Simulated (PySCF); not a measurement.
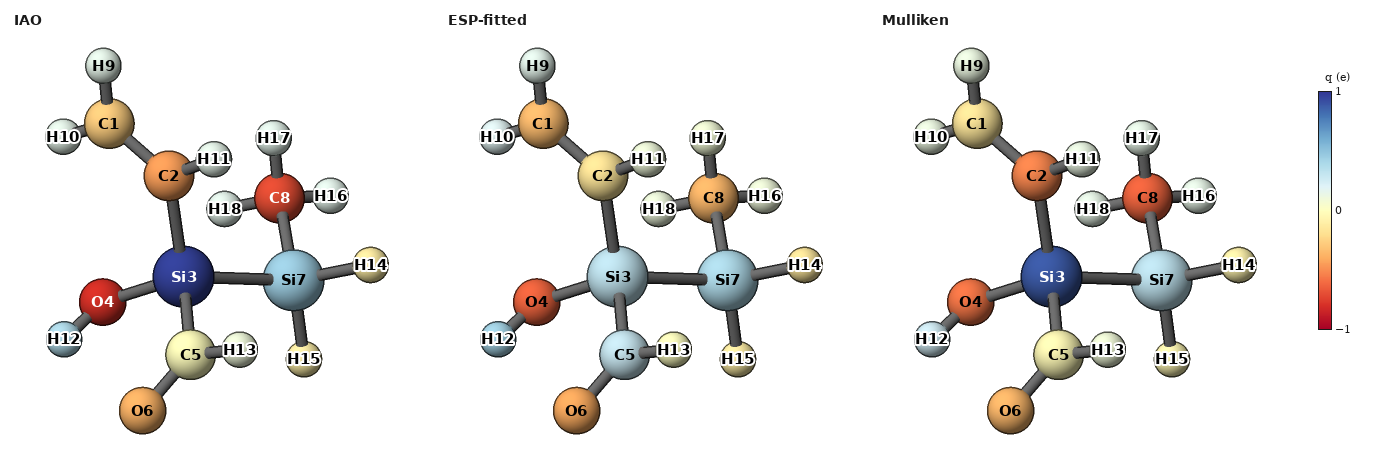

Atomic charges of one calculation by 3 schemes, on one colour scale. The geometry was computed by an optimisation with GFN2-xTB. No frequency run is at hand to confirm it as a minimum. Method: PBE0/pcSseg-1 (PySCF 2.14.0).

Which scheme gives the most polar picture (largest mean size of the charges)?

Answer. The IAO charges are the largest in size here, and the ESP-fitted charges the smallest.

On which atom do the schemes disagree most?

Answer. On Si3 (from 0.32 to 0.96 e).

List the charges (e), one line for each set of equivalent atoms.

```
atom    IAO  ESP-fitted  Mulliken
  C1  −0.27       −0.34     −0.15
  C2  −0.44       −0.16     −0.52
 Si3   0.96        0.32      0.88
  O4  −0.79       −0.62     −0.56
  C5  −0.01        0.29     −0.03
  O6  −0.37       −0.40     −0.35
 Si7   0.44        0.38      0.33
  C8  −0.70       −0.36     −0.62
  H9   0.15        0.16      0.12
 H10   0.15        0.18      0.12
 H11   0.15        0.10      0.13
 H12   0.37        0.42      0.25
 H13   0.10        0.00      0.09
 H14  −0.11       −0.14     −0.07
 H15  −0.10       −0.11     −0.05
 H16   0.16        0.10      0.15
 H17   0.16        0.08      0.14
 H18   0.16        0.11      0.15
```

The geometry is semi-empirical. Around Si such bond lengths and angles can be off by a tenth of an ångström or more and by several degrees, and values that hang on the shape move with them.
